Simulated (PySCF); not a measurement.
**C$_{6}$H$_{12}$N$_{2}$OSi (SMILES C[C@](CC#N)(CC=O)[SiH2]N): density, localisation and related maps**

Input

```
{"job": {"kind": "nmr", "xc": "PBE0", "basis": "pcSseg-1"}, "charge": 0, "multiplicity": 1}
C     -1.657052     0.670188    -0.481639
C     -0.349497    -0.076379    -0.232683
C     -0.418716    -1.453248    -0.919888
C     -1.442805    -2.287858    -0.351570
N     -2.257458    -2.935090     0.125246
C     -0.185781    -0.297952     1.273574
C      0.186517     0.951906     1.990177
O      0.755068     1.881337     1.481571
Si     1.121265     0.915495    -0.980840
N      2.561873     0.319595    -0.236152
H     -2.513981     0.105845    -0.109692
H     -1.642121     1.637682     0.015718
H     -1.799308     0.843359    -1.546688
H     -0.631563    -1.323942    -1.984103
H      0.540166    -1.970935    -0.825103
H      0.635571    -1.001401     1.455248
H     -1.085028    -0.731928     1.720609
H     -0.071326     0.975576     3.065734
H      0.835106     2.344491    -1.059553
H      1.264265     0.412257    -2.359332
H      3.410763     0.452815    -0.762079
H      2.733631     0.587573     0.720594
```

Command:

```sh
OMP_NUM_THREADS=1 python probes_run.py task.json out
```

Geometry: GFN2-xTB.

These are results of PySCF 2.14.0, PBE0/pcSseg-1, SCF density, gas phase, non-relativistic, not measurements.

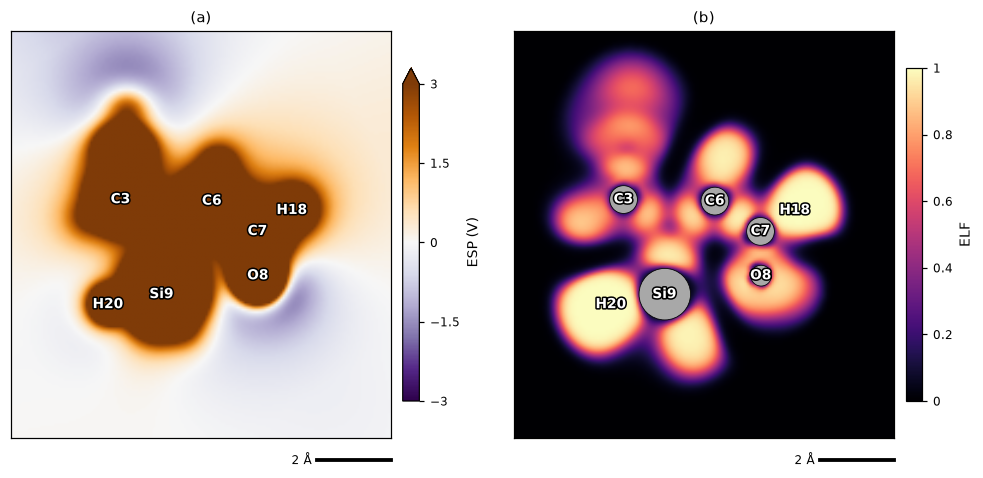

Figure 1. (a) electrostatic potential; (b) ELF on the plane of atoms O8, C7 and H18. Grey discs cover the atomic cores in the ELF map.

### Interpret the plot.

The plane passes through C, O, Si and H nuclei. C–O (1.20 Å): the ELF peaks at about 0.85 between the atoms; a short, multiple covalent bond. C–C (1.49 Å): the ELF peaks at about 0.95 between the atoms; a shared electron pair. The ELF also peaks beside O8, away from the bonds: lone-pair regions. Outside the dense part of the molecule the potential is most negative (−1.5 V) near N5, which lies off the plane.

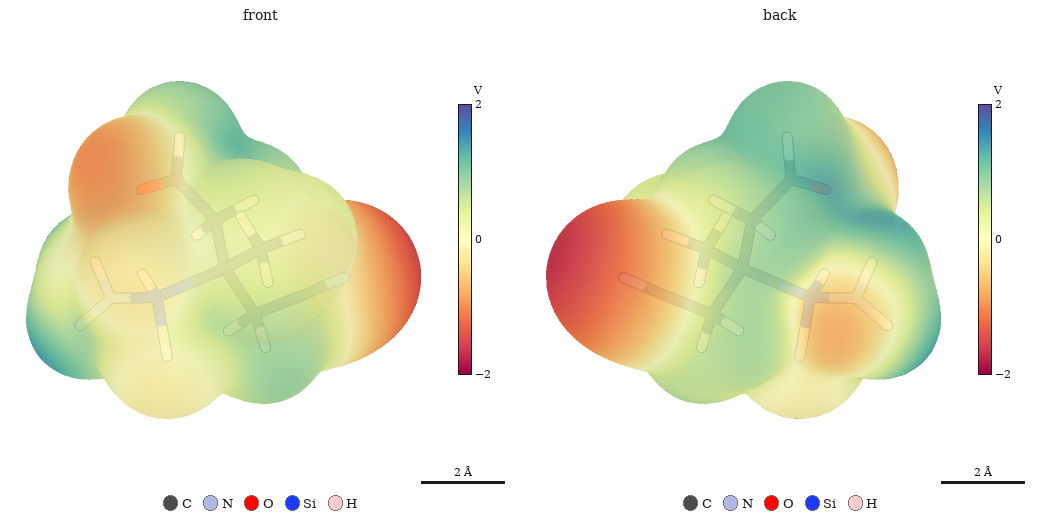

Figure 2. The molecular electrostatic potential painted on the density surface at 0.001 e/bohr³, seen from the front and from behind; the colour scale runs from red (negative) to blue (positive).

### Describe the electrostatic potential map.

The most negative region (about −1.7 V) lies over N5, the most positive (about +1.4 V) over C7, H21 and H22. N5 is the likeliest acceptor of a hydrogen bond.
